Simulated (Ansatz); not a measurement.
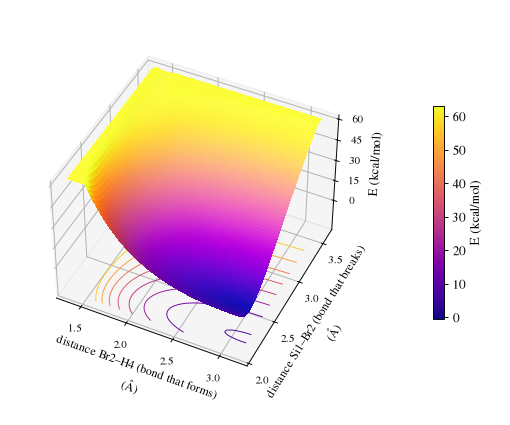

Energy landscape of the reacting system BrH3OSi (fragments BrH₃OSi where the first distance is long, H₂OSi + BrH where the second is long). 
- Coordinates scanned: (1) distance Br2–H4 (bond that forms); (2) distance Si1–Br2 (bond that breaks).
- Relaxed at each point: all other coordinates.
- The scan uses a 9 × 9 grid.
- Points are written as (first, second).
- Energies: kcal/mol, counted from the lowest grid point.
- The reference is spin-restricted, so regions where a bond is pulled apart into radicals lie too high.
- All numbers below come from RKS r2SCAN-D4/def2-SVP in Ansatz.

The picture shows a relief with its contours projected below, any walls above the top of the colour scale cut off. Between grid points the surface is interpolated. 

Where are the wells?

Answer. The lowest grid point is at (3.159 Å, 2.190 Å). It lies on the edge of the grid, but the force there points inwards, so the minimum lies inside the range. The highest grid point, (1.359 Å, 2.079 Å), lies 92 kcal/mol above the lowest.

Each point was launched as `ansatz run input.yaml --threads 1 --pin off --max-ram 2560MiB --backend cpu --events-out ev --progress --plain --runs-dir out`. The whole map (81 points run) took 19 min on 1 thread of Arm Neoverse V1 (shared host).
